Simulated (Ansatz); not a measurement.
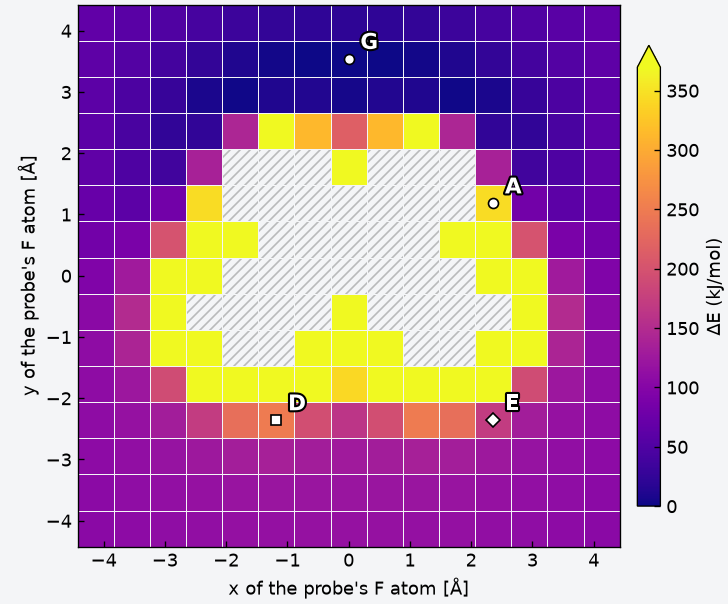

C₂H₄F₂ (SMILES FCCF) with the probe F-. The probe is moved over the molecule's main plane. First axis: x of the probe's F atom. Second axis: y of the probe's F atom. Nothing is relaxed (molecule and probe rigid). The grid has 15 × 15 points; 100 points were computed and 88 follow by symmetry. At 37 points there is no value (left out of the scan, as a rule where atoms come close). Points are written as (first, second). Energies are in kJ/mol, from the lowest grid point. Energies and slopes of some neighbouring points disagree (a jump in structure or state, or too coarse a mesh). Method: RKS CAM-B3LYP-D4/def2-SVPD in Ansatz 0.2.0.

In the figure: one coloured cell a grid point, one colour for all values above the top of the scale, hatched blanks where no value was computed, lettered points.

> Is A the lowest point of the computed grid?

No. A lies 345 kJ/mol above the lowest grid point, which is at (0.00 Å, 3.54 Å) [nearest 2 H at 2.40 Å].

> Rank the lettered points by energy, lowest first.

G (0 kJ/mol), E (172 kJ/mol), D (249 kJ/mol), A (345 kJ/mol).
